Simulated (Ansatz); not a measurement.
A series of calculations on GaN₂H₆OCl

## 1. Relaxation

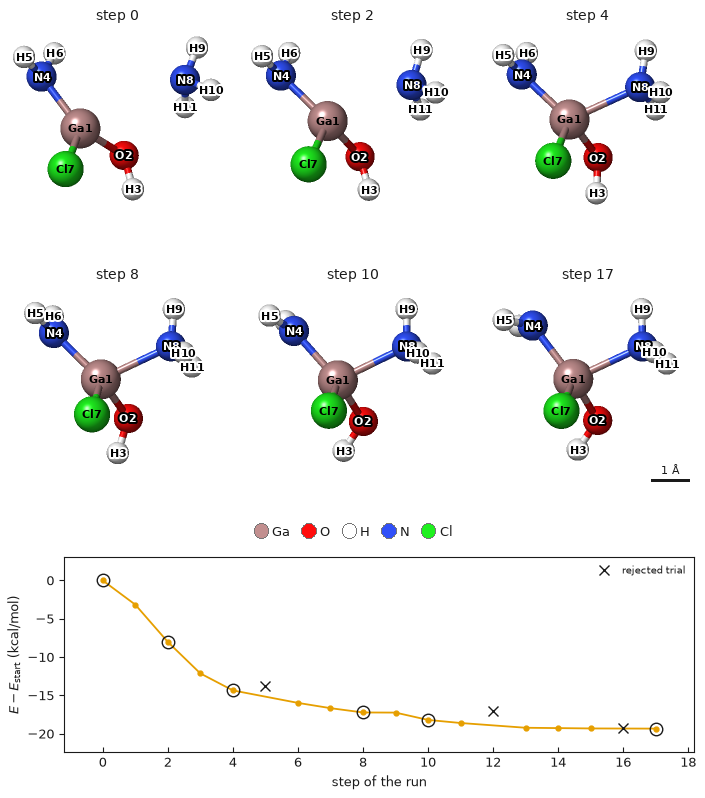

Frames of a relaxation of GaN$_{2}$H$_{6}$OCl, marked on the history of the run. Style: ball-and-stick. Shown face on.

The run prepares an end point of a later path (reaction) calculation, from a guessed geometry.

Method: RKS PBE0/def2-SVP (Ansatz). Set-up: no spin polarisation; force threshold 0.03 eV/Å; at most 50 steps.

> What happens along the run?

The energy falls by 19.3 kcal/mol in 14 accepted moves (17 points after the start). The largest force component goes from 0.69 to 0.02 eV/Å. The line search rejected the trial steps at points 5, 12, 16 of the run. Cl7 moves most after the best rigid fit: 0.86 Å. By element the largest moves are Cl 0.86 Å, H 0.84 Å, Ga 0.66 Å, N 0.63 Å, O 0.22 Å. Among the contacts that change: Ga1–N8 3.115 → 2.076 Å, Ga1–Cl7 2.155 → 2.199 Å, Ga1–N4 1.806 → 1.849 Å, Ga1–O2 1.791 → 1.810 Å. New bonds form, among them: Ga1–N8 (3.12 → 2.08 Å). Bond angles that change, for instance: N4–Ga1–Cl7 120.9° → 115.5°, Ga1–N4–H5 118.2° → 115.0°, H5–N4–H6 110.4° → 107.8°. Groups turn about Ga1–O2 by about 55°. Cost: 18 s on 4 threads of AMD EPYC 9B45 (Zen 5), on a shared host, peak memory 0.34 GiB. From step 0 to 2: Ga1 moves most (0.39 Å), energy −8.02 kcal/mol. From step 2 to 4: H9 moves most (0.29 Å), energy −6.33 kcal/mol. From step 4 to 8: H3 moves most (0.32 Å), energy −2.88 kcal/mol. From step 8 to 10: H3 moves most (0.31 Å), energy −0.97 kcal/mol. From step 10 to 17: N4 moves most (0.18 Å), energy −1.13 kcal/mol.

```
step  E − E(0), kcal/mol  largest force component, eV/Å      note
   0                0.00                         0.6855          
   1               -3.16                         0.5322          
   2               -8.02                         0.7714          
   3              -12.13                         0.6763          
   4              -14.35                         1.1446          
   5              -13.73                         1.0745  rejected
   6              -15.97                         0.4450          
   7              -16.66                         0.2378          
   8              -17.22                         0.4003          
   9              -17.24                         1.1501          
  10              -18.20                         0.3627          
  11              -18.60                         0.3946          
  12              -17.04                         1.1744  rejected
  13              -19.22                         0.1505          
  14              -19.26                         0.1373          
  15              -19.31                         0.1994          
  16              -19.21                         0.5175  rejected
  17              -19.33                         0.0197
```

Limits of the set-up: the start holds two separate molecules, 2.2 Å apart at their closest, whose relative position is a soft coordinate and is computed without a dispersion correction.

## 2. Relaxation

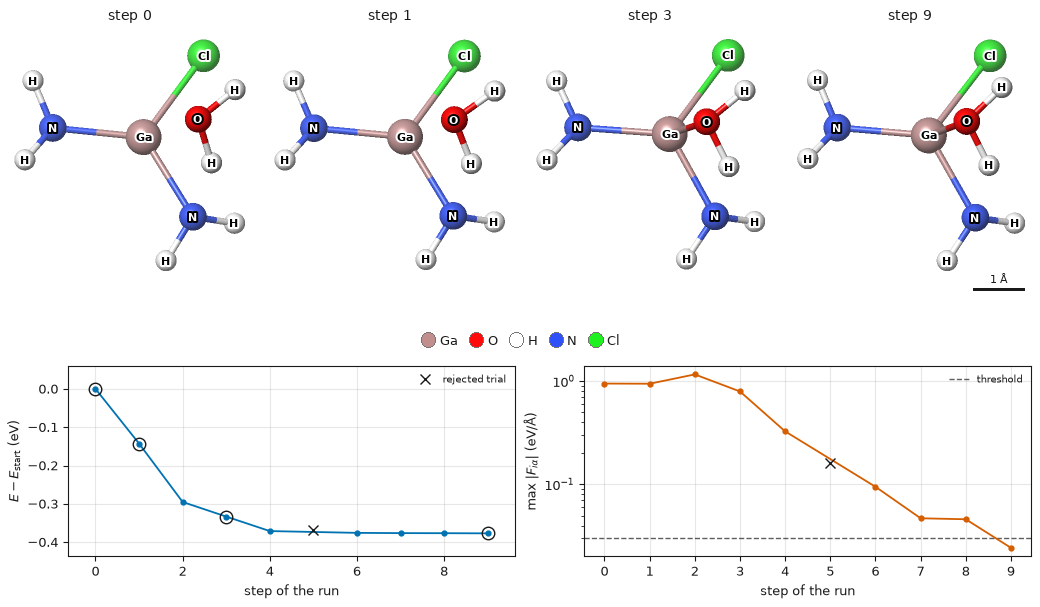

Frames of a relaxation of GaN2H6OCl, marked on the history of the run. The picture is a ball-and-stick view, seen at a tilt.

The run prepares an end point of a later path (reaction) calculation, from a guessed geometry.

Computed with RKS PBE0/def2-SVP (Ansatz). Settings: no spin polarisation; force threshold 0.03 eV/Å; at most 50 steps.

> Describe the path.

The energy falls by 0.377 eV in 8 accepted moves (9 points after the start). Largest force component: 0.95 eV/Å at the start, 0.024 eV/Å at the end. The line search rejected the trial step at point 5 of the run. The O atom moves most after the best rigid fit: 0.51 Å. Largest moves by element: O 0.51 Å, H 0.36 Å, Ga 0.32 Å, Cl 0.24 Å, N 0.14 Å. Among the contacts that change: Ga–O 2.977 → 2.154 Å, Ga–H 2.752 → 2.247 Å, Cl–Ga 2.155 → 2.182 Å, Ga–N 1.896 → 1.878 Å. New bonds form, among them: Ga–O (2.98 → 2.15 Å). Bond angles that change, for instance: H–O–H 102.9° → 106.5°. Cost: 10 s on 4 threads of AMD EPYC 9B45 (Zen 5), with other jobs on the host, peak memory 0.34 GiB. From step 0 to 1: the O atom moves most (0.20 Å), energy −0.143 eV. From step 1 to 3: the O atom moves most (0.35 Å), energy −0.191 eV. From step 3 to 9: an H atom moves most (0.09 Å), energy −0.044 eV.

| step | E − E(0), eV | largest force component, eV/Å | note |
| --- | --- | --- | --- |
| 0 | 0.0000 | 0.9487 |  |
| 1 | -0.1427 | 0.9449 |  |
| 2 | -0.2952 | 1.1629 |  |
| 3 | -0.3333 | 0.7956 |  |
| 4 | -0.3711 | 0.3268 |  |
| 5 | -0.3678 | 0.1621 | rejected |
| 6 | -0.3758 | 0.0950 |  |
| 7 | -0.3765 | 0.0470 |  |
| 8 | -0.3767 | 0.0460 |  |
| 9 | -0.3771 | 0.0243 |  |

Limits of the set-up: the start holds two separate molecules, 2.3 Å apart at their closest, whose relative position is a soft coordinate and is computed without a dispersion correction.

## 3. Path

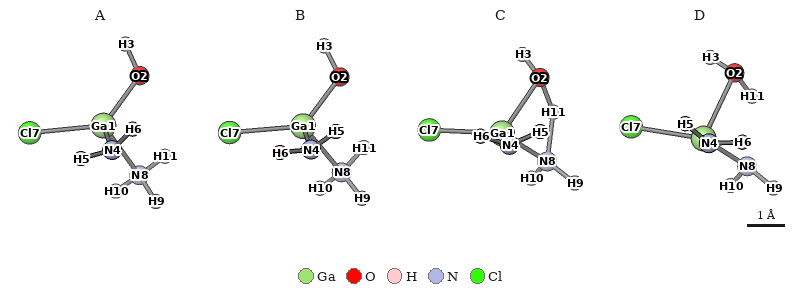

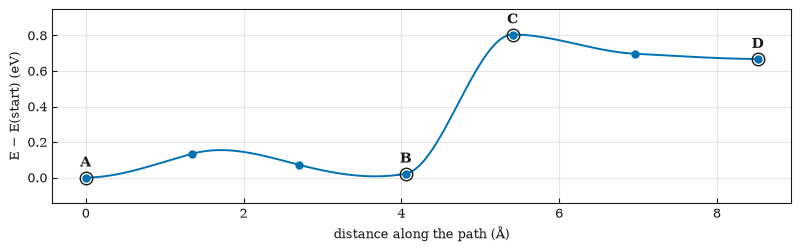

NEB run on GaN$_{2}$H$_{6}$OCl. Images are numbered from 0 (start) to 6 (end). Frames A to D are images 0, 3, 4, 6. The picture is a ball-and-stick view, seen from a free direction.

Theory: RKS PBE0/def2-SVP in Ansatz 0.2.0. Run with 5 movable images; climbing image; force threshold 0.05 eV/Å; iteration limit 60; starting path through a guess of the saddle point.

Q: Read off the barrier and say what moves.

A: The energy climbs by 0.81 eV to image 4 and then falls by 0.14 eV, so the end point sits at +0.67 eV. The profile has 2 maxima (images 1, 4) with a dip at image 3 (+0.02 eV), so the process runs in steps. The path has more than one stage, and so few images may leave a stage unresolved. Breaking: N8–H11 (1.02 → 1.37 at the top → 1.94 Å). Forming: O2–H11 (2.58 → 1.17 at the top → 0.99 Å). The band converged in 30 iterations. The largest component of the band force went from 58 to 0.029 eV/Å. The climbing image converged on the top of the path. Its vibrational analysis gives one imaginary mode (924i cm⁻¹), as a transition state must have.

Cost: 2.1 min on 4 threads of AMD EPYC 9B45 (Zen 5), on a shared host, peak memory 0.36 GiB.
